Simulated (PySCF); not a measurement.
## Electronic structure of ClF in real space

```yaml
atoms:
  - { symbol: Cl, position_ang: [0.0000, 0.0000, -0.5710] }
  - { symbol: F, position_ang: [0.0000, 0.0000, 1.0510] }
```

All numbers below come from PySCF, PBE0/def2-TZVPPD, non-relativistic Hamiltonian with scalar-relativistic core potentials where named, at a bond length of 1.622 Å.

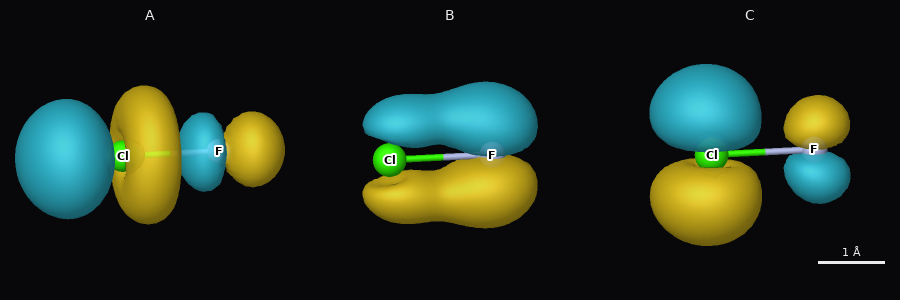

Figure 1. Three frontier orbitals, each drawn at the value that holds 80 % of its norm (yellow and cyan are the two phases), in no order; of a degenerate pair one member is drawn.

Label each orbital by symmetry, say whether it is occupied, and order them by energy.

Orbital B: π, occupied, −14.01 eV; mainly on F (75 %).
Orbital C: π, occupied, −9.47 eV; mainly on Cl (80 %).
Orbital A: σ, empty, −3.12 eV; shared between the atoms (Cl 70 %, F 30 %).

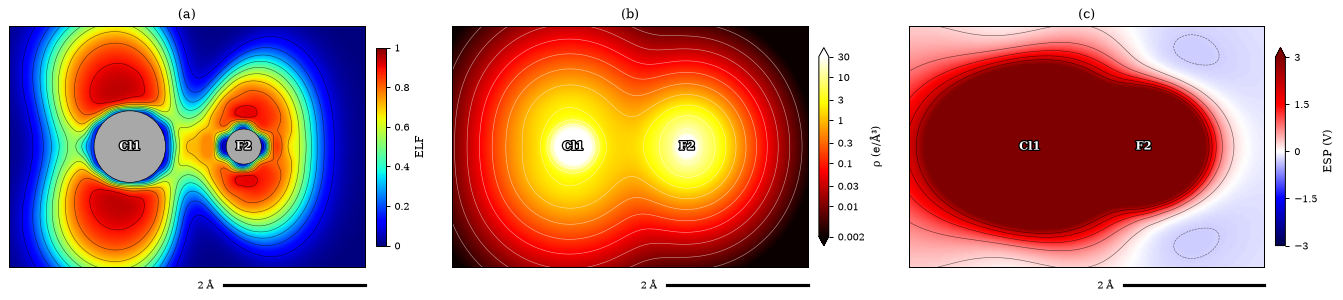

Figure 2. (a) electron localisation function; (b) electron density; (c) electrostatic potential on a plane that holds the molecular axis. Grey discs cover the atomic cores in the ELF map.

Describe what can be read from this map.

- Atoms in the plane: Cl and F.
- Cl–F (1.62 Å): ρ at the midpoint is about 1.5 e/Å³; the ELF peaks at about 0.75 between the atoms: localised, covalent bonding.
- The ELF also peaks beside Cl1 and F2, away from the bonds: lone-pair regions.
- Outside the dense part of the molecule the potential is most negative (−0.3 V) near F2.

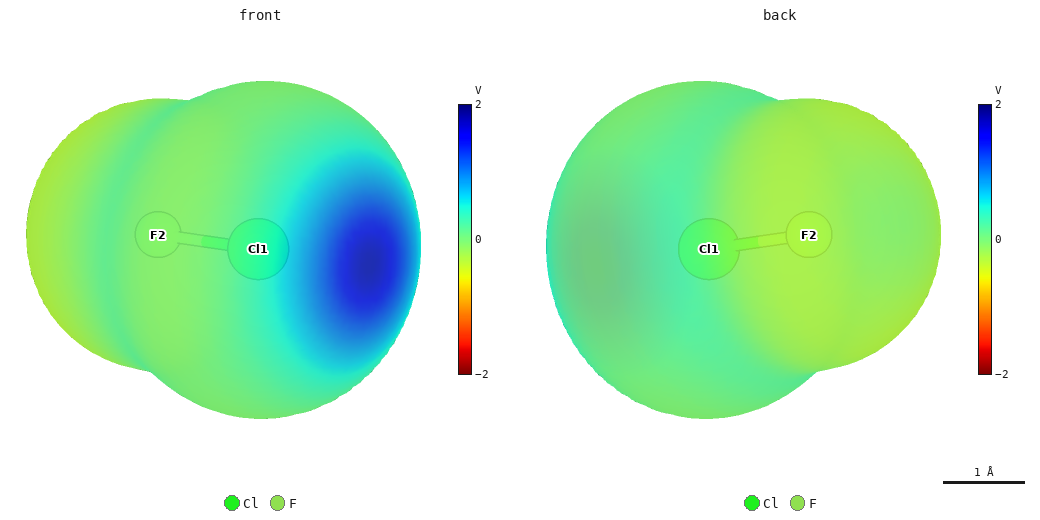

Figure 3. The molecular electrostatic potential painted on the density surface at 0.001 e/bohr³, seen from the front and from behind; the colour scale runs from red (negative) to blue (positive).

Describe the electrostatic potential map.

The most negative region (about −0.3 V) lies over F2, the most positive (about +1.7 V, or +39 kcal/mol for a unit charge) over Cl1. Cl1 shows a σ-hole: about +1.7 V, or +39 kcal/mol for a unit charge at the tip opposite its bond, against about 0.0 V on its flanks.
